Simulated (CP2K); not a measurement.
**CH2BF3 (SMILES BC(F)(F)F), step by step**

We compute a geometry optimisation (singlet CH2BF3, MNDO), then energy and forces (doublet [CH2BF3]−, MNDO), then a geometry optimisation (doublet [CH2BF3]−, MNDO), then energy and forces (singlet CH2BF3, MNDO) of CH2BF3 and its partners. 

The results are computed with CP2K 2026.2.

## 1. Starting point

CH2BF3 has 7 atoms, charge 0, and is taken as a singlet. SMILES: `BC(F)(F)F`. Geometry: relaxed at PBE0-D4/def2-TZVP. The run starts from this shape.

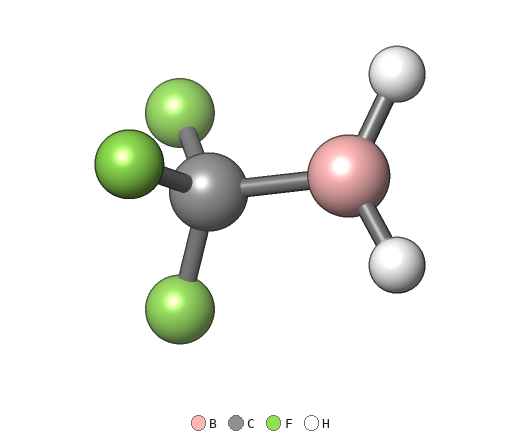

Viewed from a chosen angle; boron pink, carbon grey, fluorine green, hydrogen white.

## 2. A geometry optimisation at MNDO (run 1)

calc.inp

```
&global
  project_name calc
  run_type GEO_OPT
  print_level LOW
&end global

&force_eval
  method QUICKSTEP
  &dft
    charge 0
    multiplicity 1
    &qs
      method MNDO
      eps_default 1.0E-10
      &se
        &coulomb
          cutoff [angstrom] 50
          rc_range [angstrom] 0
        &end coulomb
        &exchange
          cutoff [angstrom] 50
          rc_range [angstrom] 0
        &end exchange
      &end se
    &end qs
    &poisson
      periodic NONE
      poisson_solver ANALYTIC
    &end poisson
    &scf
      scf_guess ATOMIC
      eps_scf 1.0E-07
      max_scf 80
      &diagonalization
        algorithm STANDARD
      &end diagonalization
      &mixing
        method DIRECT_P_MIXING
        alpha 0.4
      &end mixing
    &end scf
    &print
      &moments
        periodic F
        reference COM
        max_moment 1
      &end moments
      &mulliken OFF
      &end mulliken
      &hirshfeld OFF
      &end hirshfeld
    &end print
  &end dft
  &subsys
    &cell
      abc [angstrom] 18.9 18.7 19.2
      periodic NONE
    &end cell
    &coord
      UNIT bohr
      B     -1.2207631     0.9786892    -0.9046119
      C      0.7587250    -0.7500323     0.5769334
      F      0.0376055    -1.4412941     2.9043201
      F      1.4380816    -2.8687932    -0.6332472
      F      2.8646358     0.6882383     0.8303457
      H     -2.5632245     2.3253080     0.2893171
      H     -1.1992202     0.9393829    -3.1496065
    &end coord
    &topology
      &center_coordinates
      &end center_coordinates
    &end topology
  &end subsys
&end force_eval

&motion
  &geo_opt
    optimizer BFGS
    max_iter 100
    max_force 4.5E-04
    rms_force 3.0E-04
  &end geo_opt
  &print
    &trajectory
      &each
        geo_opt 1
      &end each
    &end trajectory
    &forces ON
      &each
        geo_opt 1
      &end each
    &end forces
    &restart OFF
    &end restart
    &restart_history OFF
    &end restart_history
  &end print
&end motion
```

Run with:

```bash
$ OMP_NUM_THREADS=1 cp2k.psmp -i calc.inp > calc.out 2>&1
```

Log:

```text
CP2K| version string:                                       CP2K version 2026.2
 CP2K| Input file name                                                  calc.inp

[... 110 lines left out ...]
 SE_DIPOLE| Dipole type                                             non-periodic
[... 81 lines left out ...]
 OPT| RMS step size is converged                                              NO
[... 78 lines left out ...]
 OPT| RMS step size is converged                                              NO
[... 78 lines left out ...]
 OPT| RMS step size is converged                                              NO
[... 77 lines left out ...]
 OPT| RMS step size is converged                                              NO
[... 78 lines left out ...]
 OPT| RMS step size is converged                                              NO
[... 76 lines left out ...]
 OPT| RMS step size is converged                                              NO
[... 77 lines left out ...]
 OPT| RMS step size is converged                                             YES
[... 63 lines left out ...]
 SE_DIPOLE| Derivative [a.u.]       0.00000000       0.00000000       0.00000000
[... 29 lines left out ...]
 -------------------------------------------------------------------------------
```

Wall time 2.2 s (1 thread of AMD EPYC, shared host); peak memory 0.19 GiB.

Step by step:

| step | energy from the first frame kept (eV) | largest force (eV/Å) |
| --- | --- | --- |
| 1 | 0.0000 | 2.0888 |
| 2 | -0.0715 | 0.6662 |
| 3 | -0.0850 | 0.1759 |
| 4 | -0.0871 | 0.0964 |
| 5 | -0.0879 | 0.0612 |
| 6 | -0.0882 | 0.0166 |
| 7 | -0.0882 | 0.0057 |
| 8 | -0.0882 | 0.0057 |

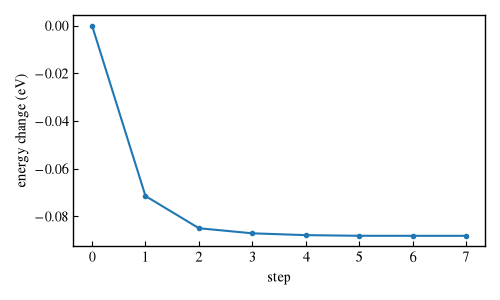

Energy along the run.

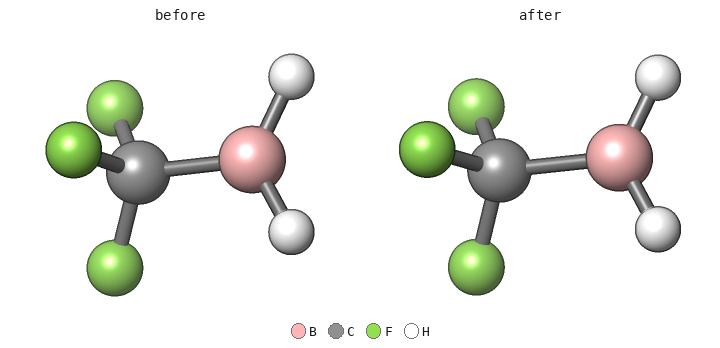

Before and after, at one scale.

After the run. Bond lengths: B1–C2 1.665 Å, C2–F3 1.364 Å, C2–F4 1.364 Å, C2–F5 1.365 Å, B1–H6 1.155 Å, B1–H7 1.155 Å. Angles: B1–C2–F3 114.3°, B1–C2–F4 114.3°, B1–C2–F5 112.0°, F3–C2–F4 104.8°, F3–C2–F5 105.4°, F4–C2–F5 105.4°, C2–B1–H6 117.9°, C2–B1–H7 117.9°, H6–B1–H7 124.2°.

## 3. The doublet anion: energy and gradient at MNDO (run 2)

molecule.inp

```
&FORCE_EVAL
    METHOD QUICKSTEP
    &DFT
        CHARGE -1
        MULTIPLICITY 2
        UKS T
        &QS
            METHOD MNDO
            EPS_DEFAULT 1.0E-10
            &SE
                &COULOMB
                    CUTOFF [angstrom] 50
                    RC_RANGE [angstrom] 0
                &END COULOMB
                &EXCHANGE
                    CUTOFF [angstrom] 50
                    RC_RANGE [angstrom] 0
                &END EXCHANGE
            &END SE
        &END QS
        &POISSON
            PERIODIC NONE
            POISSON_SOLVER ANALYTIC
        &END POISSON
        &SCF
            SCF_GUESS ATOMIC
            EPS_SCF 1.0E-07
            MAX_SCF 80
            ADDED_MOS 8
            &DIAGONALIZATION
                ALGORITHM STANDARD
            &END DIAGONALIZATION
            &MIXING
                METHOD DIRECT_P_MIXING
                ALPHA 0.4
            &END MIXING
        &END SCF
        &PRINT
            &MOMENTS
                PERIODIC F
                REFERENCE COM
                MAX_MOMENT 1
            &END MOMENTS
            &MO ON
                ENERGIES T
                OCCUPATION_NUMBERS T
                NDIGITS 6
                &EACH
                    QS_SCF 0
                &END EACH
                ADD_LAST NUMERIC
            &END MO
            &HIRSHFELD OFF
            &END HIRSHFELD
        &END PRINT
    &END DFT
    &SUBSYS
        &CELL
            ABC [angstrom] 19 18.7 19.2
            PERIODIC NONE
        &END CELL
        &COORD
            UNIT bohr
            B     16.4084806    18.9948769    17.2979482
            C     18.5211434    17.2464154    18.8402218
            F     17.7654381    16.4985714    21.1876433
            F     19.1726057    15.0644167    17.6338905
            F     20.7383383    18.5118970    19.2074957
            H     15.0641918    20.2467317    18.4765647
            H     16.3961407    18.8933136    15.1178279
        &END COORD
        &TOPOLOGY
            &CENTER_COORDINATES
            &END CENTER_COORDINATES
        &END TOPOLOGY
    &END SUBSYS
    &PRINT
        &FORCES ON
        &END FORCES
    &END PRINT
&END FORCE_EVAL

&GLOBAL
    PROJECT molecule
    RUN_TYPE ENERGY_FORCE
    PRINT_LEVEL MEDIUM
&END GLOBAL
```

Run with:

```bash
$ OMP_NUM_THREADS=1 cp2k.psmp -i molecule.inp -o molecule.out
```

Log:

```text
CP2K| version string:                                       CP2K version 2026.2
 CP2K| Input file name                                              molecule.inp

[... 38 lines left out ...]
 *** WARNING in qs_environment.F:2191 :: More ADDED_MOs requested for beta ***
[... 5 lines left out ...]
 *** warning.                                                              ***
[... 179 lines left out ...]
  *** SCF run converged in    37 steps ***
[... 9 lines left out ...]
  Heat of formation [kcal/mol]:                              -133.52910971465420
[... 38 lines left out ...]
 SE_DIPOLE| Moment [a.u.]          -0.98211729       0.81871988      -0.71933013
[... 1 line left out ...]
 SE_DIPOLE| Derivative [a.u.]       0.00000000       0.00000000       0.00000000
[... 43 lines left out ...]
 -------------------------------------------------------------------------------
```

It took 1.8 s on 1 thread of AMD EPYC, shared host; peak memory 0.18 GiB.

## 4. The doublet anion: a structure relaxation at MNDO (run 3)

molecule.inp

```
&GLOBAL
 PROJECT_NAME molecule
 RUN_TYPE GEO_OPT
 PRINT_LEVEL LOW
&END GLOBAL
&FORCE_EVAL
 METHOD Quickstep
 &DFT
  CHARGE -1
  MULTIPLICITY 2
  UNRESTRICTED_KOHN_SHAM T
  &QS
   METHOD MNDO
   EPS_DEFAULT 1.0E-10
   &SE
    &COULOMB
     CUTOFF [angstrom] 50
     RC_RANGE [angstrom] 0
    &END COULOMB
    &EXCHANGE
     CUTOFF [angstrom] 50
     RC_RANGE [angstrom] 0
    &END EXCHANGE
   &END SE
  &END QS
  &POISSON
   PERIODIC NONE
   POISSON_SOLVER ANALYTIC
  &END POISSON
  &SCF
   SCF_GUESS ATOMIC
   EPS_SCF 1.0E-07
   MAX_SCF 80
   ADDED_MOS 8
   &DIAGONALIZATION
    ALGORITHM STANDARD
   &END DIAGONALIZATION
   &MIXING
    METHOD DIRECT_P_MIXING
    ALPHA 0.4
   &END MIXING
  &END SCF
  &PRINT
   &MOMENTS
    PERIODIC F
    REFERENCE COM
    MAX_MOMENT 1
   &END MOMENTS
   &MULLIKEN OFF
   &END MULLIKEN
   &HIRSHFELD OFF
   &END HIRSHFELD
  &END PRINT
 &END DFT
 &SUBSYS
  &CELL
   ABC 19 18.7 19.2
   PERIODIC NONE
  &END CELL
  &COORD
   UNIT bohr
   B     16.4084806    18.9948769    17.2979482
   C     18.5211434    17.2464154    18.8402218
   F     17.7654381    16.4985714    21.1876433
   F     19.1726057    15.0644167    17.6338905
   F     20.7383383    18.5118970    19.2074957
   H     15.0641918    20.2467317    18.4765647
   H     16.3961407    18.8933136    15.1178279
  &END COORD
  &TOPOLOGY
   &CENTER_COORDINATES
   &END CENTER_COORDINATES
  &END TOPOLOGY
 &END SUBSYS
&END FORCE_EVAL
&MOTION
 &GEO_OPT
  OPTIMIZER BFGS
  MAX_ITER 100
  MAX_FORCE 4.5E-04
  RMS_FORCE 3.0E-04
 &END GEO_OPT
 &PRINT
  &TRAJECTORY
   &EACH
    GEO_OPT 1
   &END EACH
  &END TRAJECTORY
  &FORCES ON
   &EACH
    GEO_OPT 1
   &END EACH
  &END FORCES
  &RESTART OFF
  &END RESTART
  &RESTART_HISTORY OFF
  &END RESTART_HISTORY
 &END PRINT
&END MOTION
```

Run with:

```bash
$ OMP_NUM_THREADS=1 cp2k.psmp -i molecule.inp > molecule.out 2>&1
```

Log:

```text
CP2K| version string:                                       CP2K version 2026.2
 CP2K| Input file name                                              molecule.inp

[... 34 lines left out ...]
 *** warning.                                                              ***
[... 222 lines left out ...]
 OPT| Maximum gradient is converged                                           NO
[... 161 lines left out ...]
 SE_DIPOLE| Dipole type                                             non-periodic
[... 112 lines left out ...]
 OPT| Convergence limit for RMS step size                           0.0015000000
[... 145 lines left out ...]
  *** SCF run converged in    16 steps ***
[... 112 lines left out ...]
 OPT| Total energy [hartree]                                      -61.2373976777
[... 109 lines left out ...]
 OPT| Convergence limit for RMS gradient                            0.0003000000
[... 146 lines left out ...]
 SE_DIPOLE| Moment [a.u.]          -1.28450014       0.72546570      -0.80166663
[... 89 lines left out ...]
 SE_DIPOLE| Derivative [a.u.]       0.00000000       0.00000000       0.00000000
[... 29 lines left out ...]
 -------------------------------------------------------------------------------
```

Run time: 4.2 s. Hardware: 1 thread of AMD EPYC, shared host; peak memory 0.18 GiB.

Step by step:

```
step  energy from the first frame kept (eV)  largest force (eV/Å)
   1                                 0.0000                1.8664
   2                                -0.5243                2.2376
   3                                -0.5711                2.7126
   4                                -1.2308                2.2072
   5                                -1.3419                0.7777
   6                                -1.3876                0.3479
   7                                -1.3950                0.2040
   8                                -1.3968                0.1111
   9                                -1.3972                0.0374
  10                                -1.3972                0.0052
  11                                -1.3972                0.0052
```

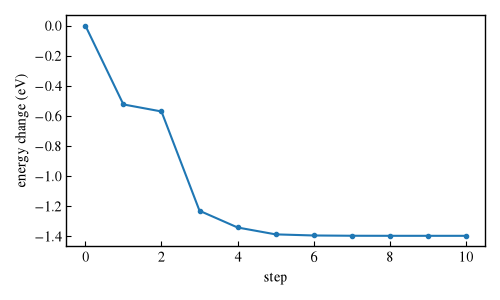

Energy along the run.

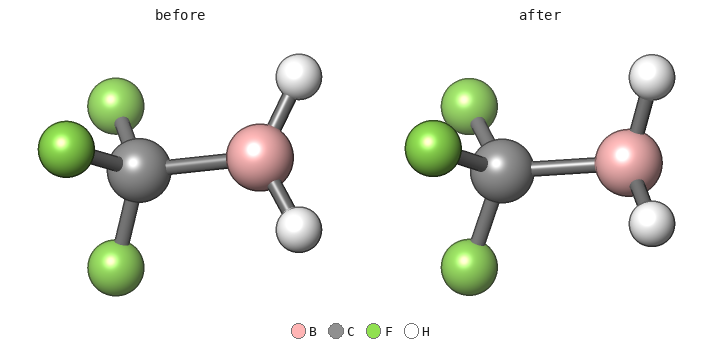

Before and after, at one scale.

After the run. Bond lengths: B1–C2 1.669 Å, C2–F3 1.376 Å, C2–F4 1.376 Å, C2–F5 1.380 Å, B1–H6 1.173 Å, B1–H7 1.173 Å. Angles: B1–C2–F3 115.1°, B1–C2–F4 115.1°, B1–C2–F5 116.8°, F3–C2–F4 102.7°, F3–C2–F5 102.7°, F4–C2–F5 102.7°, C2–B1–H6 111.1°, C2–B1–H7 111.1°, H6–B1–H7 113.0°.

## 5. Energy and gradient at MNDO (run 4)

gas.inp

```
&GLOBAL
 PROJECT_NAME gas
 RUN_TYPE ENERGY_FORCE
 PRINT_LEVEL MEDIUM
&END

&FORCE_EVAL
 METHOD QS
 &DFT
  CHARGE 0
  MULTIPLICITY 1
  &QS
   METHOD MNDO
   EPS_DEFAULT 1.0E-10
   &SE
    &COULOMB
     CUTOFF [angstrom] 50
     RC_RANGE [angstrom] 0
    &END
    &EXCHANGE
     CUTOFF [angstrom] 50
     RC_RANGE [angstrom] 0
    &END
   &END
  &END
  &POISSON
   PERIODIC NONE
   POISSON_SOLVER ANALYTIC
  &END
  &SCF
   SCF_GUESS ATOMIC
   EPS_SCF 1.0E-07
   MAX_SCF 80
   &DIAGONALIZATION
    ALGORITHM STANDARD
   &END
   &MIXING
    METHOD DIRECT_P_MIXING
    ALPHA 0.4
   &END
  &END
  &PRINT
   &MOMENTS
    PERIODIC F
    REFERENCE COM
    MAX_MOMENT 1
   &END
   &MO ON
    ENERGIES T
    OCCUPATION_NUMBERS T
    NDIGITS 6
    &EACH
     QS_SCF 0
    &END
    ADD_LAST NUMERIC
   &END
   &HIRSHFELD OFF
   &END
  &END
 &END
 &SUBSYS
  &CELL
   ABC [angstrom] 18.8 18.8 19.2
   PERIODIC NONE
  &END
  &COORD
   UNIT bohr
   B     16.0767335    18.6392853    17.2834295
   C     18.4624598    17.2363658    18.7947285
   F     17.9331589    16.4760478    21.2239960
   F     19.3328563    15.0496579    17.6900607
   F     20.6446778    18.6326202    19.0954897
   H     15.3492343    20.4061962    18.4060647
   H     16.6251831    19.1095663    15.1882996
  &END
  &TOPOLOGY
   &CENTER_COORDINATES
   &END
  &END
 &END
 &PRINT
  &FORCES ON
  &END
 &END
&END
```

Run with:

```bash
$ OMP_NUM_THREADS=1 cp2k.psmp -i gas.inp -o gas.out
```

Log:

```text
CP2K| version string:                                       CP2K version 2026.2
 CP2K| Input file name                                                   gas.inp

[... 167 lines left out ...]
  Step     Update method      Time    Convergence         Total energy    Change
[... 19 lines left out ...]
  *** SCF run converged in    17 steps ***
[... 6 lines left out ...]
  Total energy [eV]:                                        -1663.91235170209620
[... 2 lines left out ...]
  Heat of formation [kcal/mol]:                              -114.39749913119348
[... 24 lines left out ...]
 SE_DIPOLE| Dipole type                                             non-periodic
 SE_DIPOLE| Moment [a.u.]           1.24096631      -0.45427573       0.67510744
 SE_DIPOLE| Moment [Debye]          3.15422143      -1.15465362       1.71595178
 SE_DIPOLE| Derivative [a.u.]       0.00000000       0.00000000       0.00000000
[... 43 lines left out ...]
 -------------------------------------------------------------------------------
```

Wall time 1.7 s (1 thread of AMD EPYC, shared host); peak memory 0.18 GiB.

## 6. Results

```
                                                              quantity            value
                                  run 1, MNDO: total energy at the end     -61.18416 Eh
                                            run 1, MNDO: dipole moment           3.17 D
                                        run 1, MNDO: heat of formation  -137.3 kcal/mol
                                    doublet anion, run 2: total energy     -61.17814 Eh
              doublet anion, run 2: HOMO energy (highest over α and β)         -0.07 eV
               doublet anion, run 2: LUMO energy (lowest over α and β)          6.96 eV
                               doublet anion, run 2: heat of formation  -133.5 kcal/mol
                        doublet anion, run 2: largest force on an atom       1.535 eV/Å
                         doublet anion, run 3: total energy at the end     -61.23748 Eh
                               doublet anion, run 3: heat of formation  -170.8 kcal/mol
                                             run 4, MNDO: total energy     -61.14766 Eh
                                            run 4, MNDO: dipole moment           3.77 D
                                              run 4, MNDO: HOMO energy        -13.55 eV
                                        run 4, MNDO: heat of formation  -114.4 kcal/mol
                                 run 4, MNDO: largest force on an atom       5.226 eV/Å
adiabatic electron affinity (to the doublet anion, no zero-point term)         1.451 eV
```

What this shows: The adiabatic electron affinity (to the doublet anion, no zero-point term) is 1.45 eV (33 kcal/mol). The largest force (run 4, MNDO) is 5.23 eV/Å: the shape isn't a stationary point for this species at this level. The optimisation (run 1, MNDO) took 7 steps. Mulliken charges (doublet anion, run 2) run from -0.30 on F3 to +0.40 on C2. The optimisation (doublet anion, run 3) took 10 steps. Mulliken charges (run 4, MNDO) run from -0.25 on F4 to +0.50 on C2.
